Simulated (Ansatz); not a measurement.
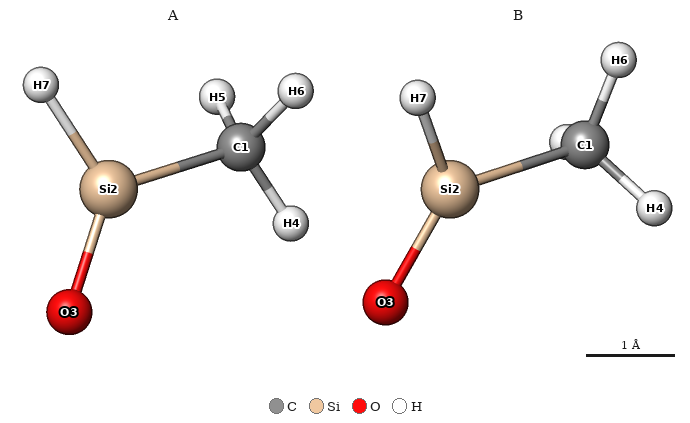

Two geometries of CH4OSi, drawn at one scale. One is the start of a relaxation, the other its converged end. A ball-and-stick model, seen at a tilt.

Computed with Ansatz 0.2.0, RKS PBE0-D4/def2-TZVP. (force threshold 0.005 eV/Å; at most 200 steps)

### Which geometry has the lower energy?

Structure A is the relaxed one. After 21 accepted moves (24 points after the start) the energy has fallen by 0.059 eV. The largest force component goes from 1.2 to 0.0029 eV/Å. The line search rejected the trial steps at points 7, 12, 15 of the run. H7 moves most after the best rigid fit: 0.67 Å. By element the largest moves are H 0.67 Å, O 0.59 Å, Si 0.05 Å, C 0.03 Å. Among the contacts that change: C1–Si2 1.893 → 1.848 Å, Si2–H7 1.457 → 1.489 Å, Si2–O3 1.507 → 1.517 Å. Bond angles that change, for instance: Si2–C1–H6 113.3° → 109.8°, H4–C1–H5 106.7° → 109.4°, O3–Si2–H7 124.9° → 122.2°. Groups turn about C1–Si2 by about 60°. Cost: 17 s on 2 threads of AMD EPYC 9R45 96-Core, on a shared host.
